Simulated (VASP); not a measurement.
Band structure of InSb (zinc blende). Calculation: vdW-DF-cx, VASP's PBE PAW potentials (set 64) (plane waves; VASP).

Unless said otherwise, spin-orbit coupling is left out, though it shifts the bands of the heavy elements here.

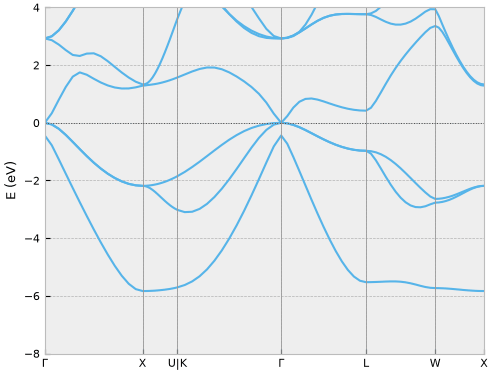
*Bands along high-symmetry lines, zero at the valence-band maximum or, without a gap, the Fermi level*

Question: Read the plot: is there a gap, and where are the band edges?

Answer: It has no gap at this level: it comes out as a metal or semimetal. (Edges off the drawn lines would not show.)

The compound is InSb in the zinc blende structure. It was relaxed first.
